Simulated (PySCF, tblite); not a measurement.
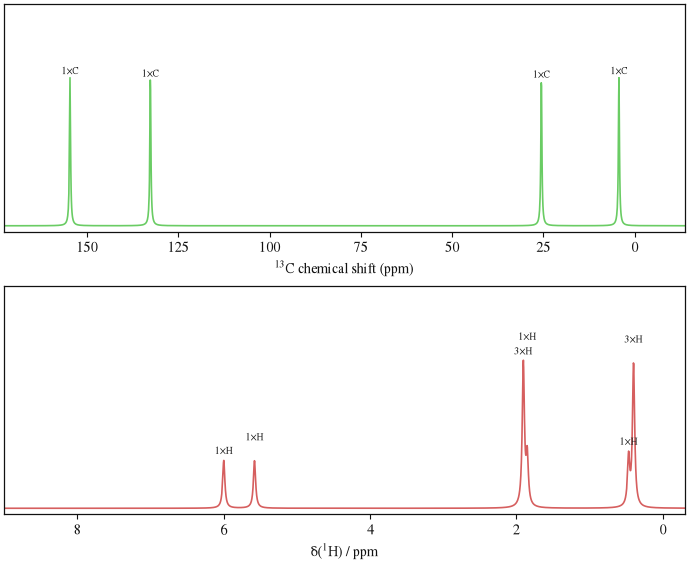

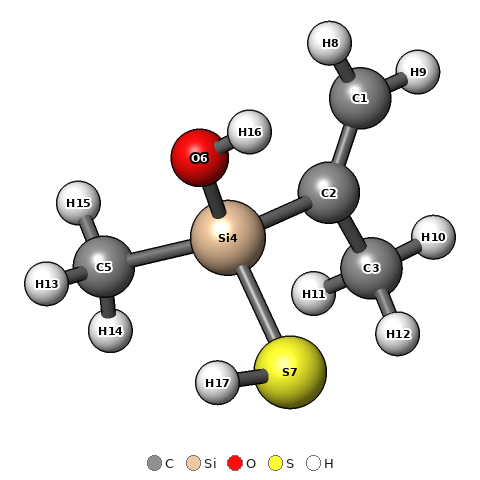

Spectrum and numbered structure of C₄H₁₀OSSi, SMILES C=C(C)[Si@](C)(O)S. GIAO shifts, PBE0/pcSseg-1 in PySCF, at a GFN2-xTB geometry (a minimum by its frequencies), against TMS for ¹³C and TMS for ¹H computed at the same level. Gas phase, fully decoupled, line heights follow the number of nuclei, widths are arbitrary (no quadrupolar broadening); values of one conformer, averaged over methyl-type rotors and exact or near symmetry; other conformers aren't averaged in. Protons on N, O or S are those of the isolated molecule, without hydrogen bonds to neighbours or exchange.

Q: Which atoms give which ¹³C line?

A:
| δ (ppm) | nuclei | atoms |
| --- | --- | --- |
| 154.7 | 1 | C2 |
| 132.7 | 1 | C1 |
| 25.6 | 1 | C3 |
| 4.3 | 1 | C5 |

Q: Which atoms give which ¹H line?

A:
```tsv
δ (ppm)	nuclei	atoms
6.00	1	H9
5.58	1	H8
1.91	3	H10, H11, H12
1.85	1	H16
0.47	1	H17
0.40	3	H13, H14, H15
```

The order of signals that lie close, as those under 0.08 ppm apart, is within the error of the method.

Known limits of this run: the tight-binding geometry is rougher than a DFT one and adds to the error.
